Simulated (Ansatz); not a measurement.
FH$_{3}$Sn···H$_{2}$

Input

```
crystal:
  periodic: [false, false, false]
  atoms:
    - { symbol: Sn, position_ang: [-0.792302, 0.22823, -0.301678] }
    - { symbol: H, position_ang: [1.687224, -1.12757, 0.718169] }
    - { symbol: H, position_ang: [-0.233145, -0.917617, -1.446358] }
    - { symbol: H, position_ang: [-1.233881, -0.449806, 1.20916] }
    - { symbol: H, position_ang: [-1.956148, 1.319336, -0.934184] }
    - { symbol: H, position_ang: [1.786692, -0.437931, 0.676253] }
    - { symbol: F, position_ang: [0.74156, 1.385159, 0.078637] }
basis:
  gaussian: { orbitals: def2-TZVP }
hamiltonian:
  xc: pbe
  dispersion: d4
relax:
  f_tol: 0.03
  max_steps: 50
output:
  orbitals: {}
```

Launched as:

```sh
ansatz run input.yaml --threads 2 --pin off --max-ram 3072MiB --backend cpu --events-out ev --progress --plain --runs-dir out
```

The fields are those of the run's last geometry, not of the input's.

Core potentials replace the inner electrons of Sn.

Computed with RKS PBE-D4/def2-TZVP (Ansatz 0.2.0).

**What will maps of the electron density and electron localisation function show?**

Sn1···H6 (3.37 Å): the density falls to about 0.03 e/Å³ on the way; the ELF dips to about 0 between them; a weak contact between the two molecules.
Sn–F (1.95 Å): ρ at the midpoint is about 0.78 e/Å³; the ELF peaks at about 0.80 in the valence shell of F, 0.5 Å from its nucleus, and drops to about 0.15 between the two atoms.
H–H (0.75 Å): ρ is about 1.7 e/Å³ halfway; the ELF is about 1 at the midpoint.
Sn–H (1.72 Å): ρ at the midpoint is about 1.2 e/Å³; the ELF climbs to about 1 towards the hydrogen.

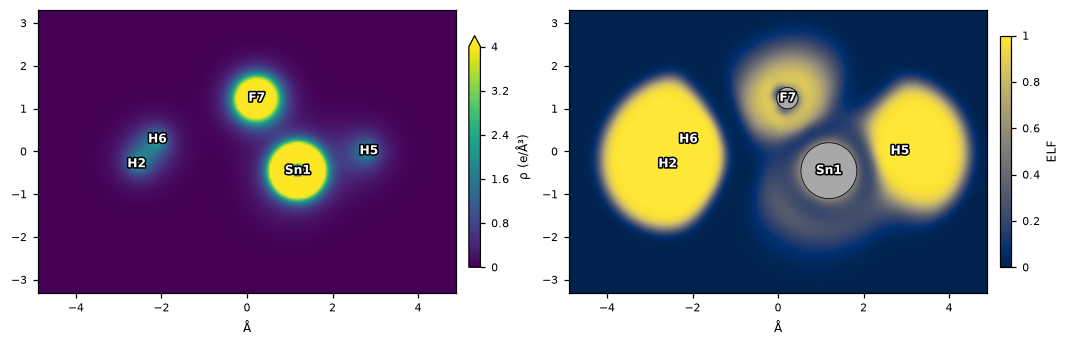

Computed electron density and electron localisation function on the plane of atoms H5, Sn1 and F7, in this order. Grey discs cover the atomic cores in the ELF map. 
